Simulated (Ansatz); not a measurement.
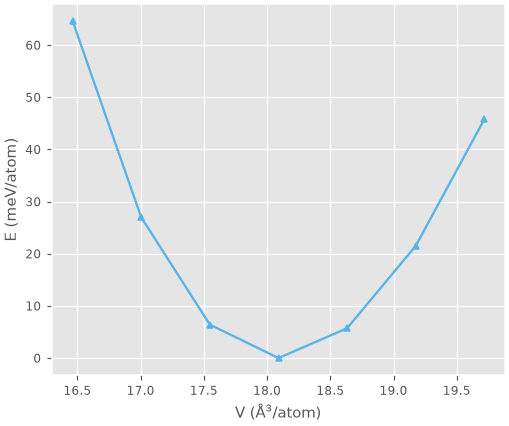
Fig. 1. Al2Au (fluorite or antifluorite type, space group No. 225) under volume change, DFT-r²SCAN in the program Ansatz with PAW potentials, scaled uniformly.

Task: What does a third-order Birch–Murnaghan fit give for V₀, B₀ and B′?

Result: V₀ = 18.09 Å³/atom, B₀ = 118 GPa, B′ = 4.7.

Space group Fm-3m (fluorite or antifluorite type). The r²SCAN relaxation kept the symmetry of its start. Spin–orbit coupling is left out wherever it is not named.

Potentials: the earlier of the program's two PAW sets.
